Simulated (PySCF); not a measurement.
## NMR shielding calculation of B2SiH6SO

B2SiH6SO, SMILES BOBS[SiH3], computed with GIAO LDA/pcSseg-2 NMR shielding, non-relativistic, gas phase (PySCF 2.14.0).

The geometry comes from this level: PBE0-D3(BJ)/def2-SVP. Figures and captions count atoms from 1; the log counts them from 0 in places.

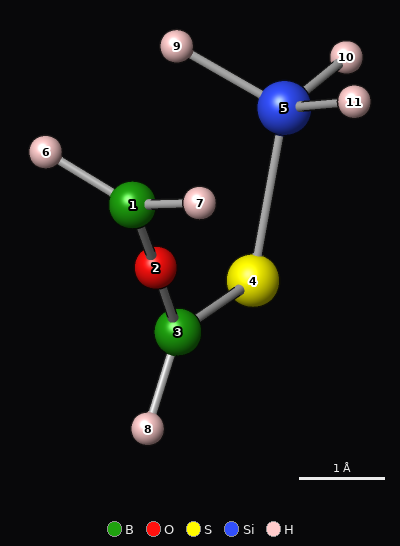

The structure (ball-and-stick view, seen at a tilt; atoms are numbered from 1 in the order of the input).

### Summary

- outcome: converged
- total energy: −812.750693 hartree
- HOMO: −6.74 eV
- LUMO: −2.33 eV
- dipole moment: 0.94 D
- isotropic shielding, B: 42.0 to 50.1 ppm
- isotropic shielding, O: −32.2 ppm
- isotropic shielding, S: 613.4 ppm
- isotropic shielding, Si: 373.0 ppm
- isotropic shielding, H: 24.6 to 26.1 ppm
- hardware: 1 CPU thread, shared host
- wall time: 30 s
- peak memory: 0.95 GiB

### Input
```
{"job": {"kind": "nmr", "xc": "LDA", "basis": "pcSseg-2", "pop": false}, "charge": 0, "multiplicity": 1}
B      1.776020     0.802555     0.307834
O      1.111869    -0.163121    -0.336243
B      0.468868    -1.137989    -0.989719
S     -1.321587    -1.390829    -0.868902
Si    -1.884457     0.185333     0.496729
H      2.197058     0.570191     1.417509
H      1.921610     1.870424    -0.241411
H      1.083136    -1.896260    -1.698583
H     -1.203315     0.018348     1.813368
H     -3.358441     0.062976     0.668472
H     -1.547422     1.525248    -0.066101
```

The first line tells a small driver script what to run in PySCF; the rest is the geometry in Å.

Command:
```bash
OMP_NUM_THREADS=1 python <driver script> task.json out
```

### The program's output
```
coarse grid: 10232 points
cycle   1  E = -812.6555648736  dE =  2.428e-01  |g| = 7.191e-01  |ddm| = 2.887e+00
cycle   2  E = -812.0833841331  dE =  5.722e-01  |g| = 1.805e+00  |ddm| = 1.193e+00
cycle   3  E = -812.7379314943  dE = -6.545e-01  |g| = 2.195e-01  |ddm| = 9.261e-01
cycle   4  E = -812.7460634941  dE = -8.132e-03  |g| = 1.188e-01  |ddm| = 2.718e-01
cycle   5  E = -812.7496071124  dE = -3.544e-03  |g| = 2.566e-02  |ddm| = 1.427e-01
cycle   6  E = -812.7497635201  dE = -1.564e-04  |g| = 1.055e-02  |ddm| = 4.361e-02
cycle   7  E = -812.7498003719  dE = -3.685e-05  |g| = 2.315e-03  |ddm| = 1.421e-02
cycle   8  E = -812.7498017142  dE = -1.342e-06  |g| = 8.779e-04  |ddm| = 3.044e-03
final grid: 89528 points
cycle   9  E = -812.7506906327  dE = -8.322e-05  |g| = 3.843e-03  |ddm| = 4.964e-02
cycle  10  E = -812.7506830296  dE =  7.603e-06  |g| = 7.325e-03  |ddm| = 6.864e-03
cycle  11  E = -812.7506928972  dE = -9.868e-06  |g| = 1.361e-03  |ddm| = 4.204e-03
cycle  12  E = -812.7506931624  dE = -2.651e-07  |g| = 5.367e-04  |ddm| = 1.171e-03
cycle  13  E = -812.7506932427  dE = -8.034e-08  |g| = 1.174e-04  |ddm| = 6.000e-04
cycle  14  E = -812.7506932469  dE = -4.145e-09  |g| = 1.856e-05  |ddm| = 1.569e-04
cycle  15  E = -812.7506932470  dE = -9.641e-11  |g| = 5.494e-06  |ddm| = 2.745e-05
```

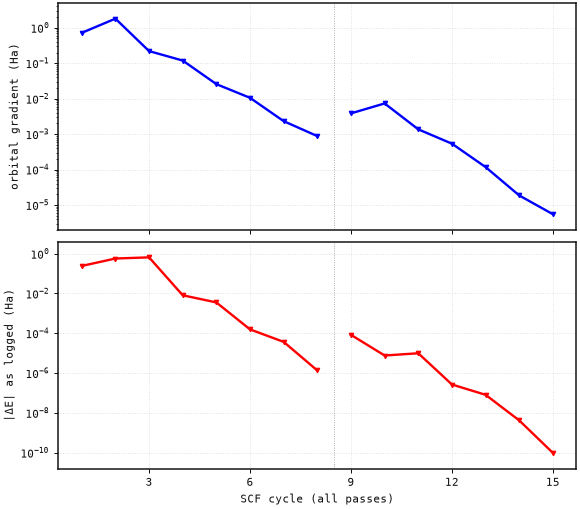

Convergence of the self-consistent field: orbital gradient and size of the energy change against the SCF cycle. The dotted line marks the change from a coarse to the final integration grid. The first 8 cycles use a coarse grid, the final grid takes over at cycle 9, and the field converges after 15 cycles in all.

```
converged SCF energy = -812.7506932470

GIAO shielding tensors (ppm)
atom      isotropic    diamagn.    paramagn.     s11        s22        s33       span
  0 B       41.964     196.717    -154.753    -18.037     45.119     98.809    116.846
  1 O      -32.151     408.423    -440.574   -205.051     12.387     96.211    301.262
  2 B       50.145     196.930    -146.785     -2.505     57.919     95.022     97.527
  3 S      613.437    1058.908    -445.470    388.256    699.378    752.678    364.422
  4 Si     373.037     881.173    -508.137    332.094    360.241    426.774     94.680
  5 H       24.869      29.685      -4.817     23.917     24.709     25.979      2.062
  6 H       24.865      29.645      -4.781     23.921     24.745     25.928      2.007
  7 H       24.633      27.360      -2.728     22.365     22.404     29.128      6.763
  8 H       25.923      29.713      -3.790     22.713     23.906     31.150      8.437
  9 H       26.060      27.999      -1.939     22.873     24.071     31.237      8.364
 10 H       25.924      29.714      -3.791     22.719     23.914     31.138      8.419
```

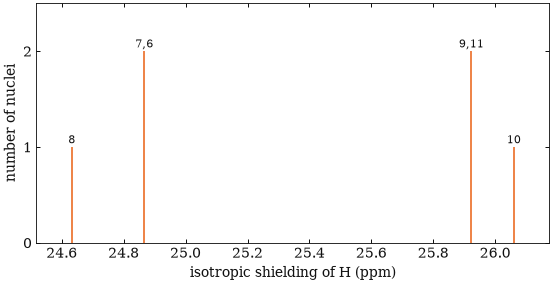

Isotropic shieldings of the hydrogen nuclei in this fixed geometry, labelled by atom number; shielding grows to the right, so chemical shift grows to the left. The least shielded is H8 (24.6 ppm), the most shielded H10 (26.1 ppm).
